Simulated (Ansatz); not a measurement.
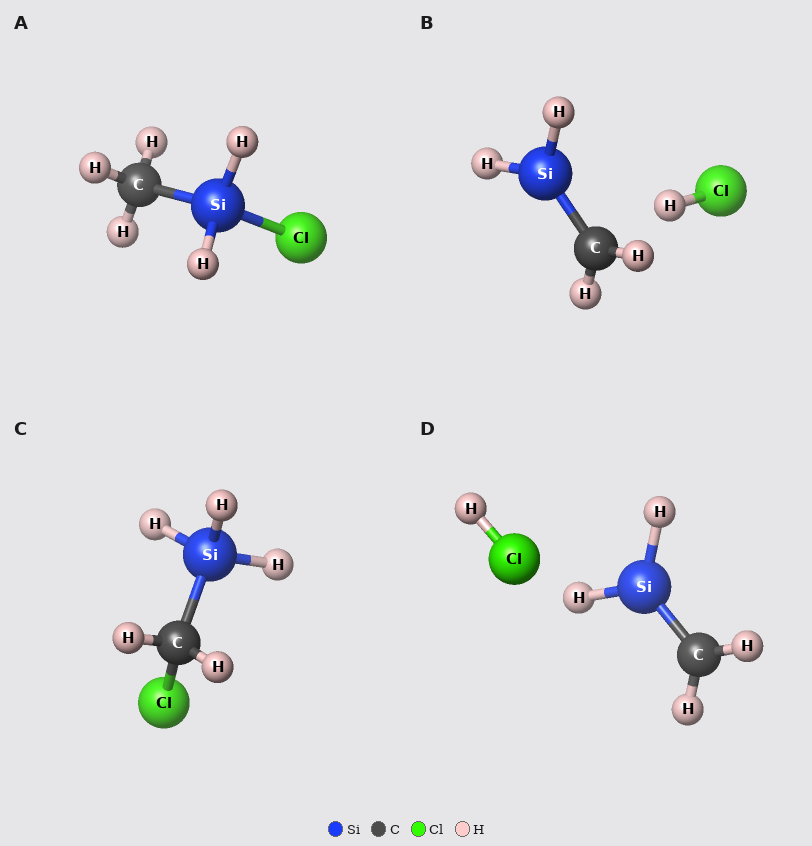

4 stationary structures of one formula. Geometries: PBE0-D4/def2-TZVP. Electronic energies: RHF-CCSD(T) (frozen core)/def2-TZVPP (Ansatz 0.2.0), without zero-point energy. No frequency run is at hand to confirm each as a minimum. Each is one conformer, not always the lowest.

### Which is lowest in energy, and by how much?

A is lowest (Cs); C lies 176.4 kJ/mol above it (Cs), B lies 303.5 kJ/mol above it (Cs), D lies 315.0 kJ/mol above it (Cs).
